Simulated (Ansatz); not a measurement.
Relaxed ZrPbO3 (cubic perovskite):

```yaml
crystal:
  lattice:
    - [8.21717, 0.00000, 0.00000]
    - [4.10859, 4.10859, 0.00000]
    - [0.00000, 0.00000, 4.10859]
  atoms:
    - { symbol: Zr, position: [0.00000, 0.00000, 0.00000] }
    - { symbol: Zr, position: [0.50000, 0.00000, 0.00000] }
    - { symbol: Pb, position: [0.00000, 0.50000, 0.50000] }
    - { symbol: Pb, position: [0.50000, 0.50000, 0.50000] }
    - { symbol: O, position: [0.25000, 0.00000, 0.00000] }
    - { symbol: O, position: [0.75000, 0.00000, 0.00000] }
    - { symbol: O, position: [0.75000, 0.50000, 0.00000] }
    - { symbol: O, position: [0.25000, 0.50000, 0.00000] }
    - { symbol: O, position: [0.00000, 0.00000, 0.50000] }
    - { symbol: O, position: [0.50000, 0.00000, 0.50000] }
```

A phonon eigenvector at M = (0.5, 0.5, 0.0) is frozen into this cell: atom i moves by Q times the vector below, so Q is the largest atomic displacement, in Å. The cell is held. (q is in reciprocal vectors of the primitive cell; the cell shown is doubled to hold the pattern.)

```tsv
atom	x	y	z
O5	0.000	1.000	0.000
O6	0.000	-1.000	0.000
O7	-1.000	0.000	0.000
O8	1.000	0.000	0.000
```

Atoms not listed stay in place.

These are LDA (plane waves to 420 eV, PAW, scalar-relativistic; Ansatz, a first-principles code) values and carry that method's errors. k mesh 8×8×8 (Γ-centred), Fermi-Dirac smearing 0.05 eV. Energies are smeared free energies. Compression counts positive. Spin-orbit coupling is left out, though Pb is heavy. This is a high-temperature form of ZrPbO3. ZrPbO3 is run without spin polarisation. ZrPbO3 was relaxed with its symmetry unable to fall. The zero of ΔE is the undisplaced structure.

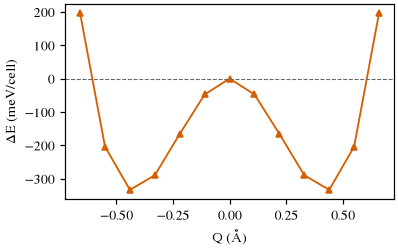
Figure. ΔE (meV/cell) against Q (Å); markers are the computed points, lines only join them.

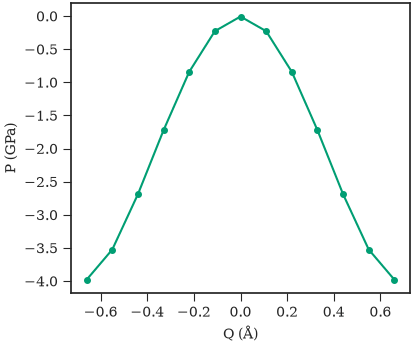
Fig. 1. P (GPa) against Q (Å); computed points joined by lines.

The energy at Q = 0.660 Å comes out as 196 meV/cell and the position of the deepest minimum (fit) is 0.42 Å from zero. The depth of the well (fit) is 336 meV/cell, cell held fixed. Symmetry of the curve: even: the same for both signs. Space group of the distorted cell: P4/mbm (No. 127), lowered from Pm-3m.

(For displaced atoms, the force is minus the slope of the energy, and its curvature is a force constant, which sets phonon frequencies.)
